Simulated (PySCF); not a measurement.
# One shape, several levels: SnO (tin(ii) oxide)

We compute a comparison of 6 runs (M06-2X/STO-6G, PBE0/STO-6G, SVWN5/STO-6G, r2SCAN/STO-6G, CCSD(T)/STO-6G, FCI/STO-6G) of SnO (tin(ii) oxide). The job is set up through a Python script.

The calculation is run with PySCF 2.14.0.

9 further runs of the same task are left out: 4 that didn't finish, 5 set aside as unsound or not needed.

## 1. The structure to begin with

The species is SnO (2 atoms), meant as a singlet with charge 0. As SMILES, `[O]=[Sn]`. The O1–Sn2 distance was set to 2.181 Å, away from the relaxed value.

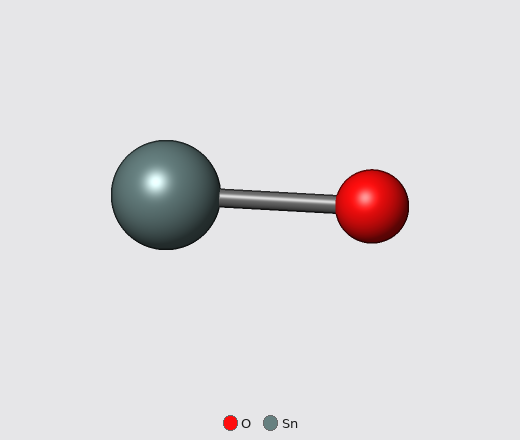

Viewed from a chosen angle; oxygen red, tin teal.

## 2. A single-point energy at M06-2X/STO-6G (run 1)

The input, input.py:

```python
from pyscf import gto, dft

mol = gto.M(
    atom=[
    ('O', (-0.000000, 0.000000, -0.370640)),
    ('Sn', (0.000000, -0.000000, 1.810660)),
],
    verbose=3,
    basis='sto-6g',
    max_memory=1860,
)

mf = dft.RKS(mol, xc='m06-2x')
mf.grids.level = 5
mf.conv_tol = 1e-10
mf.kernel()
if not mf.converged:
    mf = mf.newton().run(mf.mo_coeff, mf.mo_occ)

energy = mf.e_tot
print(f'total energy: {energy:.8f} hartree')
```

The run is started by

```console
$ OMP_NUM_THREADS=1 python input.py
```

Log:

```text
converged SCF energy = -6071.41542957566
total energy: -6071.41542958 hartree
```

It took 9.3 s on 1 thread of Intel Xeon Platinum 8259CL at 2.50GHz (Skylake/Cascade Lake), shared host; peak memory 0.24 GiB.

## 3. The energy at PBE0/STO-6G (run 2)

The input, input.py:

```python
from pyscf import gto, dft

system = gto.Mole()
system.atom = '''
O      0.000000     0.000000    -0.700408
Sn     0.000000     0.000000     3.421652
'''
system.charge = 0
system.basis = 'sto-6g'
system.unit = 'bohr'
system.verbose = 3
system.max_memory = 1860
system.build()

mf = dft.RKS(system)
mf.xc = 'pbe0'
mf.conv_tol = 1e-10
mf.grids.level = 5
mf.kernel()
if not mf.converged:
    mf = mf.newton().run(mf.mo_coeff, mf.mo_occ)

e_tot = mf.e_tot
print('E = %.10f Eh' % e_tot)
```

The run is started by

```console
$ OMP_NUM_THREADS=1 python input.py
```

Log:

```text
converged SCF energy = -6070.88705057151
E = -6070.8870505715 Eh
```

Wall time 7.8 s (1 thread of Intel Xeon Platinum 8259CL at 2.50GHz (Skylake/Cascade Lake), shared host); peak memory 0.23 GiB.

Runs 3 to 5 aren't shown in full; the table further down has their settings and results.

## 4. A single-point energy at FCI/STO-6G (run 6)

The input, input.py:

```python
from pyscf import gto, mcscf
from pyscf import fci

mol = gto.Mole()
mol.atom = '''
O      0.000000     0.000000    -0.700408
Sn     0.000000     0.000000     3.421652
'''
mol.spin = 0
mol.verbose = 3
mol.unit = 'bohr'
mol.max_memory = 1860
mol.basis = 'sto-6g'
mol.charge = 0
mol.build()

mf = mol.RHF()
mf.conv_tol = 1e-10
mf.kernel()
if not mf.converged:
    mf = mf.newton().run(mf.mo_coeff, mf.mo_occ)

cas = mcscf.CASCI(mf, mf.mo_coeff.shape[-1] - 19, (mol.nelec[0] - 19, mol.nelec[1] - 19))  # full CI above the frozen core
cas.fcisolver = fci.direct_spin0.FCI(mol)  # even spin states alone
cas.kernel()
print('<S^2> = %.4f' % cas.fcisolver.spin_square(cas.ci, cas.ncas, cas.nelecas)[0])
etot = cas.e_tot
print('E = %.10f Eh' % etot)
```

The run is started by

```console
$ OMP_NUM_THREADS=1 python input.py
```

Log:

```text
converged SCF energy = -6068.67897950069
CASCI E = -6068.89791720126  E(CI) = -104.833178287253  S^2 = 0.0000000
<S^2> = 0.0000
E = -6068.8979172013 Eh
```

It took 4.2 s on 1 thread of Intel Xeon Platinum 8259CL at 2.50GHz (Skylake/Cascade Lake), shared host; peak memory 0.14 GiB.

## 5. The series

```
run           level  integration grid  frozen core orbitals   energy (Eh)  dipole moment (D) of the reference  HOMO energy (eV)  LUMO energy (eV)  wall time
  1   M06-2X/STO-6G                 5                     –  -6071.415430                                1.67             -4.16              1.87      9.3 s
  2     PBE0/STO-6G                 5                     –  -6070.887051                                1.47             -3.02              1.14      7.8 s
  3    SVWN5/STO-6G                 5                     –  -6064.899989                                1.03             -2.25              0.23      4.5 s
  4   r2SCAN/STO-6G                 5                     –  -6071.433514                                1.34             -2.21              0.43        9 s
  5  CCSD(T)/STO-6G                 –                    19  -6068.914214                                2.85             -4.59              4.45      2.6 s
  6      FCI/STO-6G                 –                    19  -6068.897917                                2.85             -4.59              4.45      4.2 s
```

## 6. Summary of results

```
                                           quantity           value
                                run 6: total energy  -6068.89792 Eh
        run 6: dipole moment (Hartree–Fock density)          2.85 D
         run 6: HOMO energy (Hartree–Fock orbitals)        -4.59 eV
         run 6: LUMO energy (Hartree–Fock orbitals)         4.45 eV
       run 6: HOMO–LUMO gap (Hartree–Fock orbitals)         9.04 eV
run 6: correlation energy (19 core orbitals frozen)      -218.9 mEh
```

What this shows: Against full CI in this basis: CCSD(T) -16.3 mEh. Over runs 1, 2, 3, 4 the dipole moment (its size) runs from 1.03 D (SVWN5/STO-6G) to 1.67 D (M06-2X/STO-6G). Over runs 1, 2, 3, 4 the HOMO–LUMO gap runs from 2.48 eV (SVWN5/STO-6G) to 6.03 eV (M06-2X/STO-6G). Totals of different functionals can't be ranked against each other. In run 5 the T1 diagnostic is large, so a single reference may not serve. In runs 1, 2, 3, 4, 5, 6 the basis is minimal, so the values are rough. In runs 1, 2, 3, 4, 5, 6 relativity is left out where basis or elements ask for it. All runs together took 38 s, the longest 9.3 s.
